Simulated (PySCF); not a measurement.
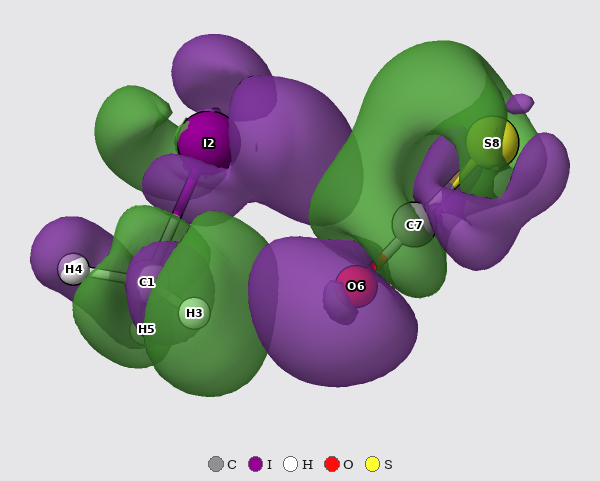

Figure. C₂H₃IOS, SMILES `CI.O=C=S`. Density of the complex less the densities of the two fragments at the same geometry, ±0.0006 e/Å³ (purple: gain, green: loss). Fragment A: H3CI (atoms 1–5); fragment B: CSO.

Method: PBE/def2-SVPD; geometry: GFN2-xTB; program: PySCF. Core potentials replace the inner electrons of I; spin–orbit coupling isn't included. GFN2-xTB bond lengths at metals and heavier atoms can be off by up to 0.1 Å and shapes distorted, which carries into these values.

The calculation's input:

```python
import numpy as np
from pyscf import gto, scf, dft
from pyscf.scf import atom_ks, atom_hf
from scipy.linalg import block_diag
from pyscf.dispersion import dftd3

def solve(mol, dm0=None, hcore=None):
    mf = (dft.UKS if mol.spin else dft.RKS)(mol, xc='pbe')
    mf.grids.level = 3
    mf = mf.density_fit(auxbasis='def2-universal-jkfit')
    mf.conv_tol, mf.max_cycle = 1e-8, 80
    if hcore is not None:
        mf.get_hcore = lambda *args: hcore
    mf.kernel(dm0)
    if not mf.converged:
        mf = mf.newton().run(mf.mo_coeff, mf.mo_occ, max_cycle=30)
    assert mf.converged, 'SCF not converged'
    return mf

mol = gto.M(atom='''
C     -1.53773    -1.70451    -0.06971
I     -1.23922     0.41613     0.00988
H     -0.57250    -2.18295     0.03627
H     -2.19768    -1.98287     0.74201
H     -1.98407    -1.94559    -1.02598
O      1.84091    -1.64418     0.06810
C      2.40281    -0.63424     0.02468
S      3.15718     0.70266    -0.03439
''', basis='def2-svpd', ecp={'I': 'def2-svpd'}, charge=0, spin=0, verbose=4)
mol_a = gto.M(atom='''
C     -1.53773    -1.70451    -0.06971
I     -1.23922     0.41613     0.00988
H     -0.57250    -2.18295     0.03627
H     -2.19768    -1.98287     0.74201
H     -1.98407    -1.94559    -1.02598
ghost-O      1.84091    -1.64418     0.06810
ghost-C      2.40281    -0.63424     0.02468
ghost-S      3.15718     0.70266    -0.03439
''', basis='def2-svpd', ecp={'I': 'def2-svpd'}, charge=0, spin=0, verbose=4)
mol_b = gto.M(atom='''
ghost-C     -1.53773    -1.70451    -0.06971
ghost-I     -1.23922     0.41613     0.00988
ghost-H     -0.57250    -2.18295     0.03627
ghost-H     -2.19768    -1.98287     0.74201
ghost-H     -1.98407    -1.94559    -1.02598
O      1.84091    -1.64418     0.06810
C      2.40281    -0.63424     0.02468
S      3.15718     0.70266    -0.03439
''', basis='def2-svpd', charge=0, spin=0, verbose=4)
ab, a, b = solve(mol), solve(mol_a), solve(mol_b)
e_int = ab.e_tot - a.e_tot - b.e_tot
print('counterpoise-corrected interaction energy / kcal/mol', e_int * 627.5095)
def disp(atoms, charge):
    m = gto.M(atom=atoms, charge=charge, basis='sto-3g', spin=None, unit='Bohr', verbose=0)
    return dftd3.DFTD3Dispersion(m, xc='pbe', version='d3bj').get_dispersion()['energy']
e_disp = disp(mol._atom, mol.charge) - disp(mol._atom[:5], mol_a.charge) - disp(mol._atom[5:], mol_b.charge)
print('D3(BJ) part / kcal/mol', e_disp * 627.5095)
# spherically averaged free atoms, for the promolecule
atom_ks.AtomSphAverageRKS.init_guess_by_vsap = lambda self, mol=None: self.init_guess_by_minao(mol)  # core potentials
atm = atom_ks.get_atm_nrks(mol, xc='pbe')
pro = block_diag(*[(atm[a[0]][2] * atm[a[0]][3]) @ atm[a[0]][2].T for a in mol._atom])
np.savez('result.npz', e_int=e_int, e_disp=e_disp, dm_a=a.make_rdm1(), dm_b=b.make_rdm1(), c=ab.mo_coeff, occ=ab.mo_occ, eps=ab.mo_energy, pro=pro, d=[f.dip_moment(verbose=0) for f in (ab, a, b)])
```

Command:

```sh
OMP_NUM_THREADS=1 python input.py
```

The run took 71 s on 1 thread of Arm Neoverse V1, on a shared host, peak memory 0.53 GiB.

Partitions, critical points and surface values were worked out afterwards from this run's density.

> Which way does charge flow?

Hirshfeld charges show almost no net transfer (under 0.005 e). By Hirshfeld charges, electrons gather most on O6 (−0.010 e) and leave S8 most (+0.006 e); 0.04 e is displaced in all, which induces a dipole of 0.05 D.

> What is the interaction energy, and which contacts carry it?

The counterpoise-corrected interaction energy of the frozen fragments is −0.6 kcal/mol without dispersion correction and −2.0 kcal/mol with D3(BJ). The pair geometry is semi-empirical, not a minimum at this level. Contacts: H3···O6, weak C–H hydrogen bond, 2.47 Å, ρ = 0.008 a.u.; I2···O6, 3.71 Å, ρ = 0.005 a.u. The pose is a local one from a semi-empirical search, not shown to be the most stable.
